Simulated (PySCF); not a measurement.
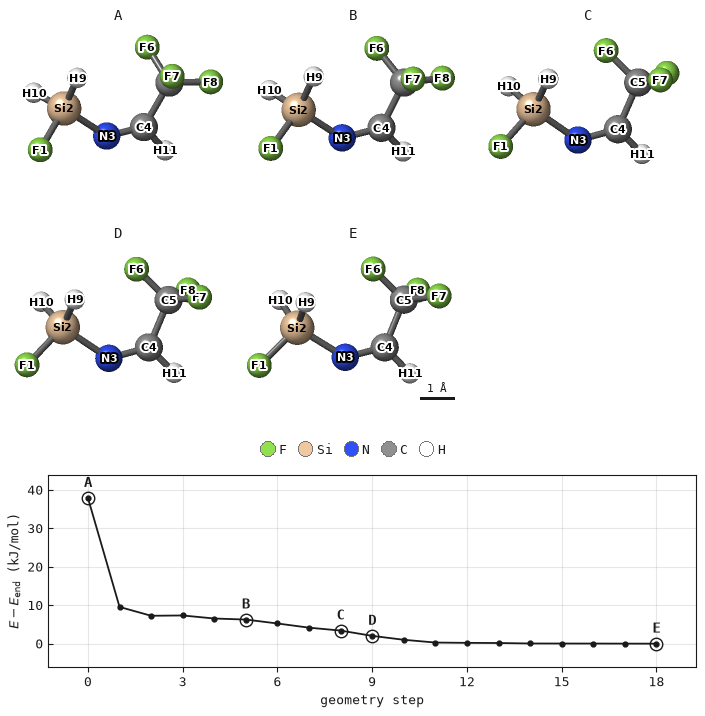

Frames of a relaxation of C$_{2}$H$_{3}$F$_{4}$NSi, marked on the history of the run. The picture is a ball-and-stick view, seen at a tilt.

The start comes from GFN2-xTB. Its atoms were then displaced at random by about 0.01 Å.

Method: PySCF, PBE0-D3(BJ)/def2-SVP geometry optimisation, gas phase. 

**Describe the path.**

The largest move after the best rigid fit is that of F8, 1.18 Å. Largest moves by element: F 1.18 Å, H 0.72 Å, C 0.38 Å, N 0.34 Å, Si 0.11 Å. Near-neighbour distances that change, for instance: N3–C4 1.184 → 1.250 Å, Si2–H10 1.441 → 1.484 Å, C4–C5 1.555 → 1.522 Å, C5–F7 1.346 → 1.331 Å. Among the angles between lasting bonds that change: N3–Si2–H9 118.1° → 111.2°, N3–Si2–H10 103.8° → 109.9°, H9–Si2–H10 119.0° → 114.7°. Groups turn about C4–C5 by about 60°, Si2–N3 by about 30°. The energy falls by 37.9 kJ/mol in 18 geometry steps. The run took 2.4 min on 1 thread of Arm Neoverse V1 (shared host). From step 0 to 5: F6 moves most (0.25 Å), energy −31.6 kJ/mol. From step 5 to 8: F8 moves most (0.46 Å), energy −2.87 kJ/mol. From step 8 to 9: F7 moves most (0.35 Å), energy −1.38 kJ/mol. From step 9 to 18: F7 moves most (0.22 Å), energy −2.03 kJ/mol.
